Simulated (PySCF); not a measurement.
# CH5BrInN (SMILES [CH3][In]([NH2])[Br]): levels of theory compared

Wanted: a comparison of 3 runs (PBE0/def2-SVP, B3LYP/def2-SVPD, MP2/def2-SVP) of CH5BrInN. Input form: a Python script.

Program for the calculation: PySCF 2.14.0.

## Step 1: The molecule

CH5BrInN: 9 atoms, total charge 0, spin state singlet. As SMILES, `[CH3][In]([NH2])[Br]`. The shape is that of a PBE0-D4/def2-TZVP optimisation.

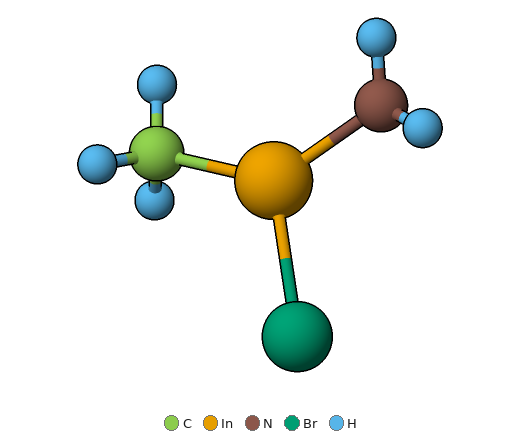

The structure, seen from a chosen angle (carbon green, indium amber, nitrogen brown, bromine teal, hydrogen blue).

## Step 2: Energy and forces at PBE0/def2-SVP (core potential) (run 1)

The input, run.py:

```python
import pyscf.grad
from pyscf import gto, dft

system = gto.Mole()
system.atom = '''
C   -0.033200   1.492200  -0.911800
In  -0.372900  -0.323500   0.144700
N    0.877700  -1.687900   0.913600
Br  -2.717900  -1.136700   0.374900
H   -0.484000   1.412000  -1.900900
H   -0.513200   2.309800  -0.373700
H    1.033000   1.693300  -1.008400
H    1.806900  -1.427000   1.205100
H    0.492000  -2.378600   1.539400
'''
system.basis = 'def2-svp'
system.max_memory = 1860
system.verbose = 4
system.ecp = {'In': 'def2-svp'}
system.charge = 0
system.build()

ks = dft.RKS(system)
ks.xc = 'pbe0'
ks.conv_tol = 1e-10
ks.grids.level = 5
ks.kernel()
if not ks.converged:
    ks = ks.newton().run(ks.mo_coeff, ks.mo_occ)

e_tot = ks.e_tot
print('E = %.10f Eh' % e_tot)
grad = ks.Gradients().kernel()
ks.analyze()
```

Started as:

```bash
$ OMP_NUM_THREADS=1 python run.py
```

Output:

```text
PySCF version 2.14.0

[... 113 lines left out ...]
MO #11  energy= -6.53906804688873  occ= 2
[... 19 lines left out ...]
MO #31  energy= -0.427293034821628 occ= 2
[... 19 lines left out ...]
MO #51  energy= 0.322224794965635  occ= 0
[... 19 lines left out ...]
MO #71  energy= 0.809718091707057  occ= 0
[... 19 lines left out ...]
MO #91  energy= 2.15380524222091   occ= 0
[... 19 lines left out ...]
MO #111 energy= 61.1637420704954   occ= 0
[... 123 lines left out ...]
Dipole moment(X, Y, Z, Debye):  3.08614,  1.66000,  0.27367
```

Wall time 49 s (1 thread of Arm Neoverse V2, shared host); peak memory 1.1 GiB.

## Step 3: Energy and gradient at B3LYP/def2-SVPD (core potential) (run 2)

The input, run.py:

```python
# [CH3][In]([NH2])[Br]
from pyscf import gto, dft

mol = gto.M(
    atom='''
C   -0.033200   1.492200  -0.911800
In  -0.372900  -0.323500   0.144700
N    0.877700  -1.687900   0.913600
Br  -2.717900  -1.136700   0.374900
H   -0.484000   1.412000  -1.900900
H   -0.513200   2.309800  -0.373700
H    1.033000   1.693300  -1.008400
H    1.806900  -1.427000   1.205100
H    0.492000  -2.378600   1.539400
''',
    charge=0,
    ecp={'In': 'def2-svp'},
    verbose=4,
    max_memory=1860,
    basis='def2-svpd',
)

calc0 = dft.RKS(mol)
calc0.xc = 'b3lyp'
calc0.conv_tol = 1e-10
calc0.grids.level = 5
calc0.kernel()
if not calc0.converged:
    calc0 = calc0.newton().run(calc0.mo_coeff, calc0.mo_occ)

e_tot = calc0.e_tot
print('Final energy', e_tot)
grad = calc0.nuc_grad_method().kernel()
dip = calc0.dip_moment()
pop, q = calc0.mulliken_pop()
```

Started as:

```bash
$ OMP_NUM_THREADS=1 python run.py
```

Output:

```text
PySCF version 2.14.0

[... 83 lines left out ...]
converged SCF energy = -2859.94033723764
Final energy -2859.9403372376437
[... 12 lines left out ...]
Dipole moment(X, Y, Z, Debye):  3.00831,  1.81846,  0.07311
[... 163 lines left out ...]
charge of    8H =     -0.13654
```

Run time: 97 s. Hardware: 1 thread of Arm Neoverse V2, shared host; peak memory 1.8 GiB.

## Step 4: Energy and forces at MP2/def2-SVP (core potential) (run 3)

The input, calc.py:

```python
from pyscf import gto, scf, mp

mol = gto.Mole()
mol.atom = '''
C   -0.033200   1.492200  -0.911800
In  -0.372900  -0.323500   0.144700
N    0.877700  -1.687900   0.913600
Br  -2.717900  -1.136700   0.374900
H   -0.484000   1.412000  -1.900900
H   -0.513200   2.309800  -0.373700
H    1.033000   1.693300  -1.008400
H    1.806900  -1.427000   1.205100
H    0.492000  -2.378600   1.539400
'''
mol.max_memory = 1860
mol.verbose = 4
mol.ecp = {'In': 'def2-svp'}
mol.basis = 'def2-svp'
mol.build()

mf = scf.RHF(mol)
mf.conv_tol = 1e-10
mf.kernel()
if not mf.converged:
    mf = mf.newton().run(mf.mo_coeff, mf.mo_occ)

pt = mp.MP2(mf, frozen=15).run()
e_tot = pt.e_tot
print('Final energy', e_tot)
grad = pt.nuc_grad_method().kernel()
dip = mf.dip_moment()
pop, q = mf.mulliken_pop()
```

Started as:

```bash
$ OMP_NUM_THREADS=1 python calc.py
```

Output:

```text
PySCF version 2.14.0

[... 67 lines left out ...]
converged SCF energy = -2856.52589497193
[... 8 lines left out ...]
Final energy -2857.1638143818864
[... 8 lines left out ...]
Dipole moment(X, Y, Z, Debye):  3.12866,  1.94585,  0.28927
[... 121 lines left out ...]
charge of    8H =      0.15156
```

Run time: 25 s. Hardware: 1 thread of Arm Neoverse V2, shared host; peak memory 1.5 GiB.

## Step 5: All runs side by side

```csv
run,level,integration grid,frozen core orbitals,energy (Eh),dipole moment (D) of the reference,HOMO energy (eV),LUMO energy (eV),wall time
1,PBE0/def2-SVP (core potential),5,–,-2859.416184,3.51,-7.08,-0.78,49 s
2,B3LYP/def2-SVPD (core potential),5,–,-2859.940337,3.52,-7.13,-1.44,97 s
3,MP2/def2-SVP (core potential),–,15,-2857.163814,3.70,-10.32,1.83,25 s
```

## Step 6: Outcome

| quantity | value |
| --- | --- |
| run 3: total energy | -2857.16381 Eh |
| run 3: dipole moment (Hartree–Fock density) | 3.70 D |
| run 3: HOMO energy (Hartree–Fock orbitals) | -10.32 eV |
| run 3: LUMO energy (Hartree–Fock orbitals) | 1.83 eV |
| run 3: HOMO–LUMO gap (Hartree–Fock orbitals) | 12.16 eV |
| run 3: correlation energy (15 core orbitals frozen) | -637.9 mEh |
| run 3: largest force on an atom | 0.369 eV/Å |

**Reading.** Totals of different functionals can't be ranked against each other. All runs together took 2.9 min, the longest 97 s.
